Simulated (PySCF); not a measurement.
## Electronic structure of C$_{4}$H$_{12}$NPSi$_{3}$ in real space

```xyz
21

C     0.6001    4.0860    1.8224
C     1.1541    3.1157    1.3774
Si    1.9381    1.6156    0.6327
P     0.4213    0.7023   -0.7252
Si    1.4613   -1.2029   -1.2571
C     0.2490   -2.3249   -2.1846
Si   -1.0410    0.0197    0.8194
N    -2.0916   -1.0231   -0.0519
C    -3.2405   -0.9032   -0.5261
H     0.1240    4.9385    2.2157
H     3.0871    2.0187   -0.1828
H     2.3554    0.7322    1.7317
H     2.5949   -0.8082   -2.1043
H     1.9985   -1.8929   -0.0731
H     0.7066   -3.2779   -2.4310
H    -0.6340   -2.5117   -1.5797
H    -0.0773   -1.8597   -3.1108
H    -0.4865   -0.8885    1.8240
H    -1.5852    1.2285    1.4464
H    -3.6570   -1.7146   -1.1190
H    -3.8862   -0.0328   -0.3900
```

Geometry: GFN2-xTB.

Method: PBE0/pcSseg-1, SCF density, gas phase, non-relativistic in PySCF 2.14.0.

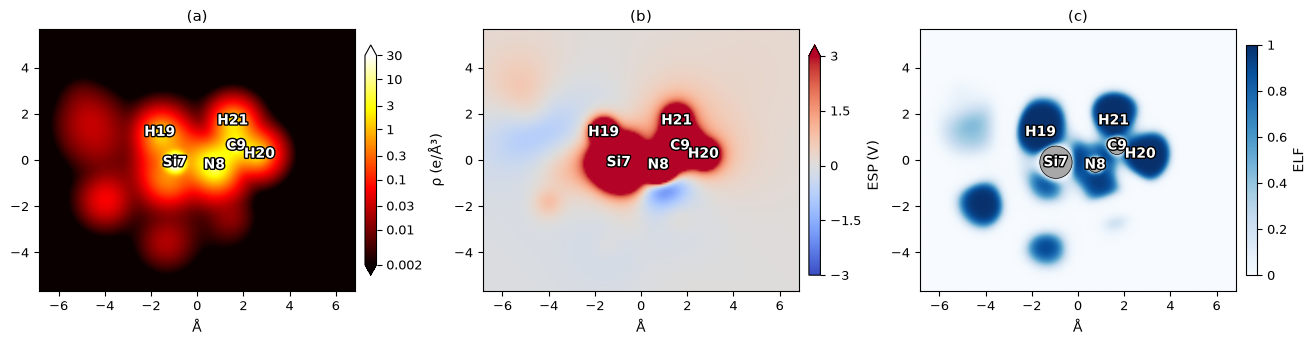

Figure 1. (a) total electron density; (b) molecular electrostatic potential; (c) ELF on the plane of atoms H20, C9 and H21. Grey discs cover the atomic cores in the ELF map.

Question: Interpret the plot.

Answer:
- Atoms in the plane: Si, N, C and H.
- C–N (1.25 Å): ρ at the midpoint is about 2.8 e/Å³; the ELF peaks at about 0.90 between the atoms: a short, multiple covalent bond.
- Si–N (1.72 Å): the density is about 1.1 e/Å³ at the midpoint; the ELF peaks at about 0.90 between the atoms; a polar covalent bond.
- The ELF also peaks beside N8, away from the bonds: lone-pair regions.
- Outside the dense part of the molecule the potential is most negative (−1.8 V) near N8.

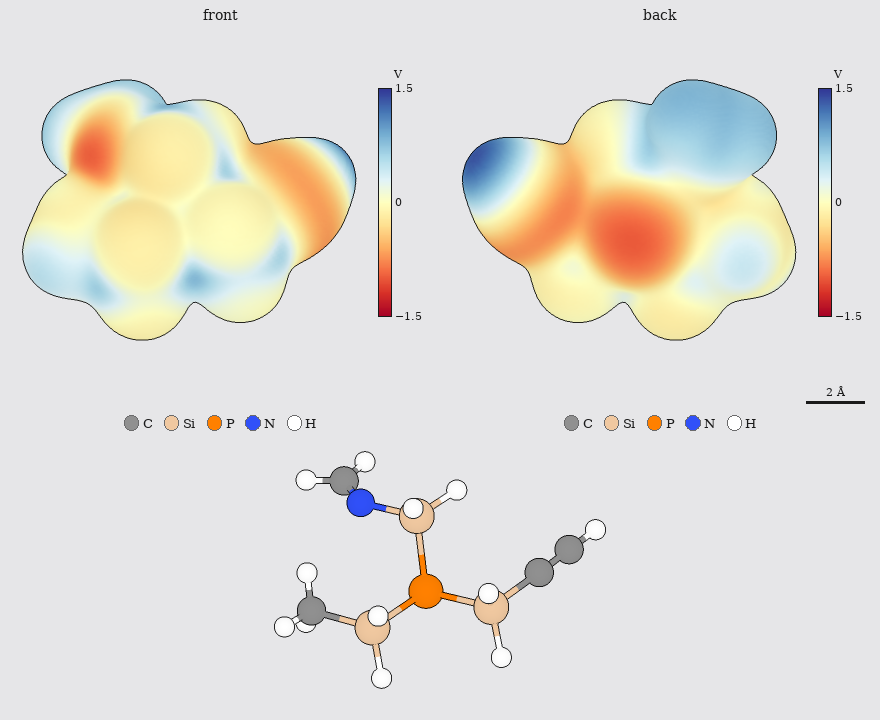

Figure 2. The molecular electrostatic potential painted on the density surface at 0.001 e/bohr³, seen from the front and from behind; the colour scale runs from red (negative) to blue (positive). The bare structure is drawn below in the same view.

Question: Where is the surface potential most negative and most positive?

Answer: The most negative region (about −1.0 V) lies over P4 and N8, the most positive (about +1.3 V) over H10.
